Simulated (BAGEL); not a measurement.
# A workflow on HF (hydrogen fluoride)

Aim: a single-point energy (HF/def2-TZVP), then the energy (NEVPT2(2,2)/def2-TZVP), then a single-point energy (CASPT2(2,2)/def2-TZVP) of HF (hydrogen fluoride). 

The results are computed with BAGEL 1.2.2.

**1. The system as given**

HF: 2 atoms, total charge 0, spin state singlet. As SMILES, `F`. The F1–H2 distance was set to 1.748 Å, away from the relaxed value.

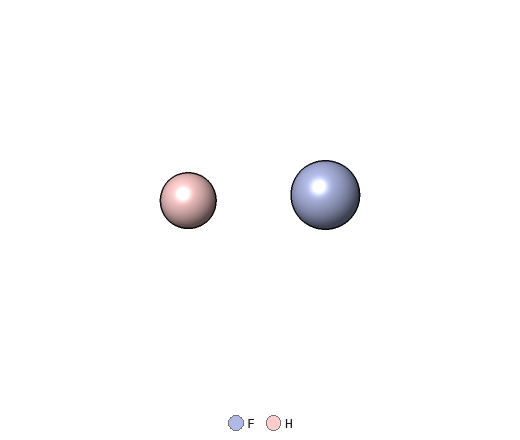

Viewed from a chosen angle; fluorine light blue, hydrogen pink.

**2. A single-point energy at HF/def2-TZVP (density fitting with svp-jkfit) (run 1)**

Input file input.json:

```json
{ "bagel" : [

{
  "title" : "molecule",
  "basis" : "def2-tzvp.json",
  "df_basis" : "svp-jkfit",
  "angstrom" : true,
  "geometry" : [
    { "atom" : "F", "xyz" : [   -1.091978,    0.404872,   -0.549909 ] },
    { "atom" : "H", "xyz" : [    0.390000,   -0.144600,    0.196400 ] }
  ]
},
{ "title" : "hf" },
{ "title" : "print", "file" : "orbitals.molden", "orbitals" : true }

]}
```

The basis set def2-TZVP is read from a file made from the Basis Set Exchange's data (not shown).

The run is started by

```bash
$ BAGEL_NUM_THREADS=1 BAGEL input.json > input.out
```

The log of the run:

```text
* using 1 threads per process

  ===============================================================
  ===============================================================

  *** Geometry ***

  { "atom" : "F", "xyz" : [     -2.063539,      0.765097,     -1.039177 ] },
  { "atom" : "H", "xyz" : [      0.736993,     -0.273254,      0.371142 ] },

  Number of auxiliary basis functions:       95

  Since a DF basis is specified, we compute 2- and 3-index integrals:
    o Being stored without compression. Storage requirement is 0.001 GB

  Number of basis functions:       37
  Number of electrons      :       10

    * METHOD: MOLECULE                             0.02

  *** RHF ***

  === Nuclear Repulsion ===
     2.7247520616

      * DIIS with orbital gradients will be used.

  === RHF iteration (def2-tzvp.json) ===
      0        -99.61193928          0.05574292           0.00
      1        -99.55415575          0.06969375           0.00
      2        -99.84948220          0.00391492           0.00
      3        -99.85172826          0.00171201           0.00
      4        -99.85236427          0.00032579           0.00
      5        -99.85239147          0.00009303           0.00
      6        -99.85239307          0.00001714           0.00
      7        -99.85239310          0.00000573           0.00
      8        -99.85239310          0.00000130           0.00
      9        -99.85239310          0.00000014           0.00
     10        -99.85239310          0.00000003           0.00
     11        -99.85239310          0.00000001           0.00
    * SCF iteration converged.

    * Permanent dipole moment:
           (   -1.249382,     0.463233,    -0.629176) a.u.

    * METHOD: HF                                   0.04

    * METHOD: PRINT                                0.00

  ===============================================================
```

It took 0.18 s on 1 thread of Arm Neoverse V1, shared host.

**3. A single-point energy at NEVPT2(2,2)/def2-TZVP (density fitting with svp-jkfit) (run 2)**

Input file input.json:

```json
{ "bagel": [

{
  "title": "molecule",
  "basis": "def2-tzvp.json",
  "df_basis": "svp-jkfit",
  "angstrom": true,
  "geometry": [
    { "atom": "F", "xyz": [   -1.091978,    0.404872,   -0.549909 ] },
    { "atom": "H", "xyz": [    0.390000,   -0.144600,    0.196400 ] }
  ]
},
{
  "title": "hf"
},
{
  "title": "casscf",
  "nstate": 1,
  "nact": 2,
  "nclosed": 4,
  "active": [5, 6],
  "maxiter": 200,
  "natocc": true
},
{
  "title": "nevpt2",
  "nstate": 1,
  "nact": 2,
  "nclosed": 4,
  "active": [5, 6],
  "maxiter": 200,
  "natocc": true,
  "ncore": 1
},
{
  "title": "print",
  "file": "orbitals.molden",
  "orbitals": true
}

]}
```

The basis set def2-TZVP is read from a file made from the Basis Set Exchange's data (not shown).

The run is started by

```bash
$ BAGEL_NUM_THREADS=1 BAGEL input.json > input.out
```

The log of the run:

```text
* using 1 threads per process

  ===============================================================
  ===============================================================

  *** Geometry ***

  { "atom" : "F", "xyz" : [     -2.063539,      0.765097,     -1.039177 ] },
  { "atom" : "H", "xyz" : [      0.736993,     -0.273254,      0.371142 ] },

  Number of auxiliary basis functions:       95

  Since a DF basis is specified, we compute 2- and 3-index integrals:
    o Being stored without compression. Storage requirement is 0.001 GB

  Number of basis functions:       37
  Number of electrons      :       10

    * METHOD: MOLECULE                             0.02

  *** RHF ***

  === Nuclear Repulsion ===
     2.7247520616

      * DIIS with orbital gradients will be used.

  === RHF iteration (def2-tzvp.json) ===
      0        -99.61193928          0.05574292           0.00
      1        -99.55415575          0.06969375           0.00
      2        -99.84948220          0.00391492           0.00
      3        -99.85172826          0.00171201           0.00
      4        -99.85236427          0.00032579           0.00
      5        -99.85239147          0.00009303           0.00
      6        -99.85239307          0.00001714           0.00
      7        -99.85239310          0.00000573           0.00
      8        -99.85239310          0.00000130           0.00
      9        -99.85239310          0.00000014           0.00
     10        -99.85239310          0.00000003           0.00
     11        -99.85239310          0.00000001           0.00
    * SCF iteration converged.

    * Permanent dipole moment:
           (   -1.249382,     0.463233,    -0.629176) a.u.

    * METHOD: HF                                   0.04

  ---------------------------
      CASSCF calculation
  ---------------------------

    ==== Active orbitals : =====
         Orbital 5
         Orbital 6
    ============================

    * nstate   :      1
    * nclosed  :      4
    * nact     :      2
    * nvirt    :     31
  === CASSCF iteration (def2-tzvp.json) ===

    * Using the second-order algorithm

      0  0       -99.90557779     2.84e-02      0.00

      1  0       -99.94279880     4.58e-03      0.01

      2  0       -99.94359055     1.82e-03      0.01

      3  0       -99.94366773     6.26e-04      0.01

      4  0       -99.94367628     2.08e-04      0.01

      5  0       -99.94367721     6.83e-05      0.01

      6  0       -99.94367731     2.24e-05      0.01

      7  0       -99.94367732     7.35e-06      0.01

      8  0       -99.94367733     2.41e-06      0.01

      9  0       -99.94367733     7.91e-07      0.01

     10  0       -99.94367733     2.59e-07      0.01

     11  0       -99.94367733     8.50e-08      0.01

     12  0       -99.94367733     2.79e-08      0.01

     13  0       -99.94367733     9.16e-09      0.01

    * Second-order optimization converged. *

     guess   0:   closed 1.                   open ..

  === FCI iteration ===

      0  0       -99.83525049     1.28e-01      0.00
      1  0       -99.92700862     4.33e-02      0.00
      2  0 *     -99.94367733     1.01e-15      0.00

     * ci vector, state   0, <S^2> = 0.0000
       2.     0.9169747940
       .2    -0.3989451430

    * METHOD: CASSCF                               0.11

    * freezing 1 orbital

  === DF-NEVPT2 calculation ===

    * 3-index integral transformation done
    * assembly done

      NEVPT2 correlation energy:   -0.2199183644      0.01

          (+0)     -0.1326463881
          (+0)'    -0.0242858667
          (+1)     -0.0108625998
          (+1)'    -0.0000000000
          (+2)     -0.0003821601
          (-1)     -0.0492673142
          (-1)'     0.0000000000
          (-2)     -0.0024740355

      NEVPT2 total energy:       -100.1635956897

    * METHOD: NEVPT2                               0.02

    * METHOD: PRINT                                0.00

  ===============================================================
```

Run time: 0.3 s. Hardware: 1 thread of Arm Neoverse V1, shared host.

**4. A single-point energy at CASPT2(2,2)/def2-TZVP (density fitting with svp-jkfit) (run 3)**

Input file job.json:

```json
{ "bagel": [

{
  "title": "molecule",
  "basis": "def2-tzvp.json",
  "df_basis": "svp-jkfit",
  "angstrom": "true",
  "geometry": [
    { "atom": "F", "xyz": [      -1.091978,       0.404872,      -0.549909 ] },
    { "atom": "H", "xyz": [       0.390000,      -0.144600,       0.196400 ] }
  ]
},

{ "title": "hf" },

{ "title": "casscf", "nstate": 1, "nact": 2, "nclosed": 4, "active": [5, 6], "maxiter": 200, "natocc": "true" },

{ "title": "print", "file": "orbitals.molden", "orbitals": "true" },

{ "title": "smith", "method": "caspt2", "ms": "true", "xms": "true", "sssr": "true", "shift": 0.2, "shift_imag": "true", "ncore": 1 }

]}
```

The basis set def2-TZVP is read from a file made from the Basis Set Exchange's data (not shown).

The run is started by

```bash
$ BAGEL_NUM_THREADS=1 BAGEL job.json > job.out
```

The log of the run:

```text
* using 1 threads per process

  ===============================================================
  ===============================================================

  *** Geometry ***

  { "atom" : "F", "xyz" : [     -2.063539,      0.765097,     -1.039177 ] },
  { "atom" : "H", "xyz" : [      0.736993,     -0.273254,      0.371142 ] },

  Number of auxiliary basis functions:       95

  Since a DF basis is specified, we compute 2- and 3-index integrals:
    o Being stored without compression. Storage requirement is 0.001 GB

  Number of basis functions:       37
  Number of electrons      :       10

    * METHOD: MOLECULE                             0.02

  *** RHF ***

  === Nuclear Repulsion ===
     2.7247520616

      * DIIS with orbital gradients will be used.

  === RHF iteration (def2-tzvp.json) ===
      0        -99.61193928          0.05574292           0.00
      1        -99.55415575          0.06969375           0.00
      2        -99.84948220          0.00391492           0.00
      3        -99.85172826          0.00171201           0.00
      4        -99.85236427          0.00032579           0.00
      5        -99.85239147          0.00009303           0.00
      6        -99.85239307          0.00001714           0.00
      7        -99.85239310          0.00000573           0.00
      8        -99.85239310          0.00000130           0.00
      9        -99.85239310          0.00000014           0.00
     10        -99.85239310          0.00000003           0.00
     11        -99.85239310          0.00000001           0.00
    * SCF iteration converged.

    * Permanent dipole moment:
           (   -1.249382,     0.463233,    -0.629176) a.u.

    * METHOD: HF                                   0.04

  ---------------------------
      CASSCF calculation
  ---------------------------

    ==== Active orbitals : =====
         Orbital 5
         Orbital 6
    ============================

    * nstate   :      1
    * nclosed  :      4
    * nact     :      2
    * nvirt    :     31
  === CASSCF iteration (def2-tzvp.json) ===

    * Using the second-order algorithm

      0  0       -99.90557779     2.84e-02      0.00

      1  0       -99.94279880     4.58e-03      0.01

      2  0       -99.94359055     1.82e-03      0.01

      3  0       -99.94366773     6.26e-04      0.01

      4  0       -99.94367628     2.08e-04      0.01

      5  0       -99.94367721     6.83e-05      0.01

      6  0       -99.94367731     2.24e-05      0.01

      7  0       -99.94367732     7.35e-06      0.01

      8  0       -99.94367733     2.41e-06      0.01

      9  0       -99.94367733     7.91e-07      0.01

     10  0       -99.94367733     2.59e-07      0.01

     11  0       -99.94367733     8.50e-08      0.01

     12  0       -99.94367733     2.79e-08      0.01

     13  0       -99.94367733     9.16e-09      0.01

    * Second-order optimization converged. *

     guess   0:   closed 1.                   open ..

  === FCI iteration ===

      0  0       -99.83525049     1.28e-01      0.00
      1  0       -99.92700862     4.33e-02      0.00
      2  0 *     -99.94367733     1.01e-15      0.00

     * ci vector, state   0, <S^2> = 0.0000
       2.     0.9169747940
       .2    -0.3989451430

    * METHOD: CASSCF                               0.11

    * METHOD: PRINT                                0.00

  === SMITH program ===

    * freezing 1 orbital

    * Approximate memory requirement for SMITH calulation per MPI process:
      o Storage requirement for T-amplitude, lambda, and residual is 0.00 GB
      o Storage requirement for MO integrals is 0.00 GB
    * Calculating and saving rdm4f

    * Zeroth order energy : state  0       -0.8122292096

    * CASPT2 iteration is performed using orthogonal basis

      -------------------------------------------  CASPT2 iteration  ---------------------------------------------------
       #      aibj      arbs      arbi      airj      risj      airs      arst      rist         Etot      error   time
      ------------------------------------------------------------------------------------------------------------------

       0  -0.13245  -0.00294  -0.05103  -0.01141  -0.00050  -0.02474  -0.00000  -0.00000   -0.2230672  0.0021030   0.01
       1  -0.13246  -0.00294  -0.05110  -0.01142  -0.00051  -0.02488  -0.00000  -0.00000   -0.2233204  0.0001596   0.01
       2  -0.13246  -0.00294  -0.05109  -0.01142  -0.00051  -0.02489  -0.00000  -0.00000   -0.2233223  0.0000183   0.01
       3  -0.13246  -0.00294  -0.05109  -0.01142  -0.00051  -0.02489  -0.00000  -0.00000   -0.2233223  0.0000020   0.01
       4  -0.13246  -0.00294  -0.05109  -0.01142  -0.00051  -0.02489   0.00000  -0.00000   -0.2233223  0.0000003   0.01

      ------------------------------------------------------------------------------------------------------------------

    * CASPT2 energy : state  0     -100.1674625731
        w/o shift correction       -100.1669996428
        reference weight              0.9601532733

    * METHOD: SMITH                                0.06

  ===============================================================
```

Run time: 0.36 s. Hardware: 1 thread of Arm Neoverse V1, shared host.

**5. Results**

| quantity | value |
| --- | --- |
| run 1, HF/def2-TZVP: total energy | -99.85239 Eh |
| run 1, HF/def2-TZVP: dipole moment | 3.75 D |
| run 1, HF/def2-TZVP: HOMO energy | -14.48 eV |
| run 1, HF/def2-TZVP: LUMO energy | -1.72 eV |
| run 1, HF/def2-TZVP: HOMO–LUMO gap | 12.77 eV |
| run 2, NEVPT2(2,2)/def2-TZVP: total energy | -100.16360 Eh |
| run 3, CASPT2(2,2)/def2-TZVP: total energy | -100.16746 Eh |
